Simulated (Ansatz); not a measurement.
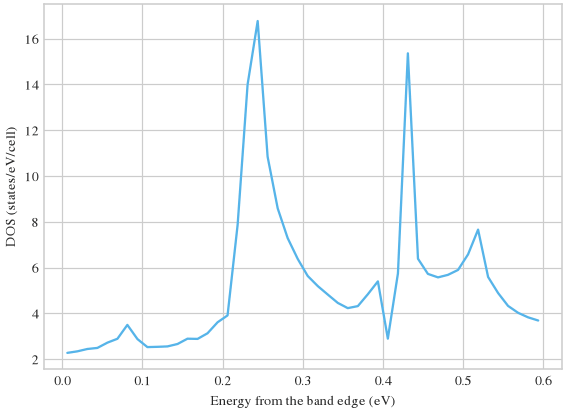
Fig. 1. Density of states of monolayer SnS2 below the valence band maximum, PBE, rigid bands in Ansatz (a quantum-chemistry and plane-wave program); cell area 11.86 Å².

### Question
What effective density of states at 300 K does this give (∫ g(E) exp(−E/k_BT) dE, both spins, divided by the cell's size)?

### Answer
5.4e13 cm⁻².

Spin-orbit coupling is left out; where it splits the top of the valence band, N_v and the p-type Seebeck coefficient come out somewhat high without it. Geometry: cell and atoms relaxed with PBE.
